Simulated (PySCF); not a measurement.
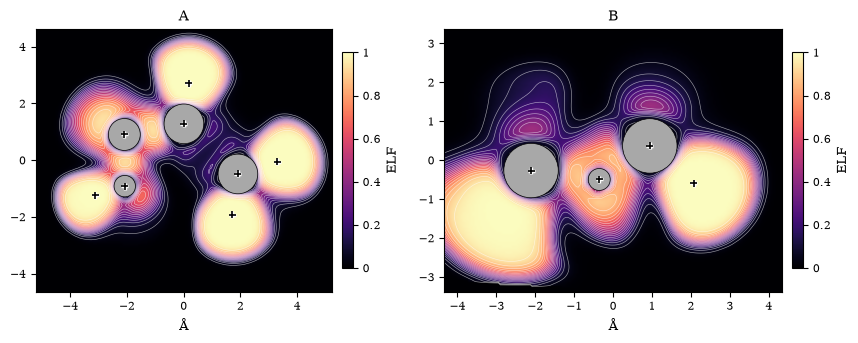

The ELF of 2 systems, each on a plane through atoms (crosses mark nuclei in the plane; grey discs cover the cores).

Theory: CAM-B3LYP/def2-SVPD, SCF density, gas phase in PySCF 2.14.0.

System 1: H$_{5}$OSi$_{2}$ (SMILES [SiH2-]O[SiH3]) (charge −1), the plane of atoms O2, Si3 and H8. Geometry: GFN2-xTB.

```xyz
8

Si    1.7805   -0.5842    0.7322
O     0.0410   -0.2901    0.8424
Si   -1.1221    0.2375   -0.0524
H     1.7969   -1.3602   -0.5591
H     2.1999    0.7516    0.1757
H    -0.9616    1.6340   -0.5207
H    -1.3814   -0.5659   -1.2700
H    -2.3442    0.1867    0.7827
```

System 2: CH$_{8}$N$_{2}$SSi$_{2}$ (SMILES CS[SiH]1N[SiH2]N1), the plane of atoms C1, S2 and Si3. Geometry: GFN2-xTB.

```yaml
atoms:
  - { symbol: C, position_ang: [2.2308, 0.2238, -0.1015] }
  - { symbol: S, position_ang: [1.8743, 0.1357, 1.6833] }
  - { symbol: Si, position_ang: [-0.2479, -0.0732, 1.6123] }
  - { symbol: N, position_ang: [-0.8180, -1.2420, 0.4598] }
  - { symbol: Si, position_ang: [-1.7445, -0.1302, -0.5079] }
  - { symbol: N, position_ang: [-1.0523, 1.0548, 0.5634] }
  - { symbol: H, position_ang: [1.8894, -0.6893, -0.5778] }
  - { symbol: H, position_ang: [1.7209, 1.0824, -0.5257] }
  - { symbol: H, position_ang: [3.3053, 0.3287, -0.2075] }
  - { symbol: H, position_ang: [-0.7114, -0.1840, 2.9803] }
  - { symbol: H, position_ang: [-0.7820, -2.2434, 0.4673] }
  - { symbol: H, position_ang: [-3.1874, -0.2811, -0.3705] }
  - { symbol: H, position_ang: [-1.2573, -0.0205, -1.8782] }
  - { symbol: H, position_ang: [-1.2205, 2.0380, 0.6605] }
```

Match each panel to its system.

Answer. Panel A is system 2, CH$_{8}$N$_{2}$SSi$_{2}$: the plane holds C, S, Si and H. C–S (1.82 Å): the ELF peaks at about 0.95 between the atoms, as expected for localised, covalent bonding. Panel B is system 1, H$_{5}$OSi$_{2}$: the plane holds Si, O and H. Si–O (1.56 Å): the ELF peaks at about 0.85 between the atoms (a polar covalent bond).
